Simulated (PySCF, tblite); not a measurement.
# C₈H₇ClSi: geometry, infrared bands and NMR shifts

Aim: predict the infrared bands and NMR shifts of C₈H₇ClSi (`Clc1cccc2c1C=C[SiH2]2`).

Programs: tblite 0.8.0 and PySCF 2.14.0, with density-fitted response routines of our own. Each step states its level of theory. These are calculated values for one molecule in the gas phase, unless marked as measured. Atoms count from 0, in the outputs and in this text.

## 1. Starting geometry

17 atoms, charge 0, multiplicity 1; geometry from: force field or distance geometry start.

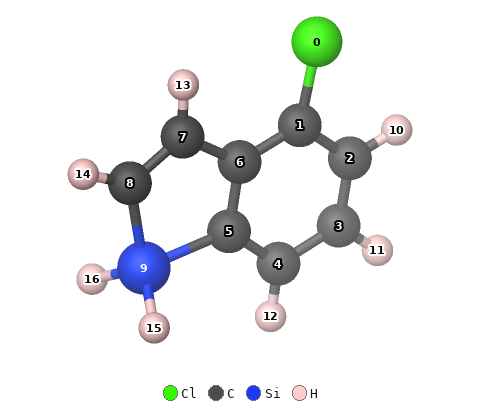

The starting geometry (chlorine green, carbon dark grey, silicon blue, hydrogen pink), atoms numbered; sticks join atoms by distance.

## 2. Geometry optimisation with GFN2-xTB

Job settings and geometry (Å):

```
{"job": {"kind": "relax", "xc": "GFN2-xTB", "basis": "xTB"}, "charge": 0, "multiplicity": 1}
Cl     0.544100     3.290200    -0.379700
C      0.793900     1.601500    -0.215800
C      2.125900     1.121300    -0.204200
C      2.386500    -0.236300    -0.079100
C      1.344700    -1.163400     0.077500
C      0.029900    -0.691800     0.068800
C     -0.253200     0.695200    -0.070200
C     -1.692200     1.012300    -0.038700
C     -2.495500    -0.065500     0.105600
Si    -1.563700    -1.675100     0.245500
H      2.941900     1.819600    -0.317400
H      3.414400    -0.594300    -0.072300
H      1.562100    -2.219300     0.185600
H     -2.054400     2.023100    -0.141000
H     -3.582200    -0.036700     0.147600
H     -1.706900    -2.300800     1.590100
H     -1.802300    -2.568000    -0.912300
```

Run with:

```
$ OMP_NUM_THREADS=1 python probes_run.py task.json out
```

This one command runs all jobs of the session in turn.

**Question.** This job is followed by: GFN2-xTB harmonic vibrations, gas phase; GIAO PBE0/pcSseg-1 NMR shielding, non-relativistic, gas phase. What will the session give for the following? strongest single infrared mode (GFN2-xTB); zero-point energy (GFN2-xTB); 13C shifts against TMS (PBE0/pcSseg-1); 1H shifts against TMS (PBE0/pcSseg-1, means over atoms taken as alike); 35Cl shifts against HCl (PBE0/pcSseg-1); 29Si shifts against TMS (PBE0/pcSseg-1).

The runs gave:

```
                                                              quantity                                                       value
                             strongest single infrared mode (GFN2-xTB)                                       2253 cm⁻¹, 444 km/mol
                                          zero-point energy (GFN2-xTB)                                               72.9 kcal/mol
                                13C shifts against TMS (PBE0/pcSseg-1)  158.0, 152.3, 142.5, 141.7, 137.6, 136.9, 134.5, 133.6 ppm
1H shifts against TMS (PBE0/pcSseg-1, means over atoms taken as alike)                      8.14, 7.68, 7.59, 7.41, 6.48, 4.93 ppm
                               35Cl shifts against HCl (PBE0/pcSseg-1)                                                     210 ppm
                               29Si shifts against TMS (PBE0/pcSseg-1)                                                   -40.1 ppm
```

Over 27 steps the energy fell by 0.126 eV; of the close pairs, C1–C2 changed most, 1.416 to 1.388 Å. No mode is imaginary among the 45: a minimum at this level. The strongest single mode, at 2253 cm⁻¹, moves mainly H16 and H15. GFN2-xTB is a fitted tight-binding method: band positions and strengths are rough. Its intensities can rank the bands wrongly. At PBE0/pcSseg-1: Shielding is most anisotropic at Cl0 (span 425 ppm, paramagnetic term -408 ppm). NICS(1)zz of -24 ppm above the planar ring from C1 marks a diatropic (aromatic) ring current.
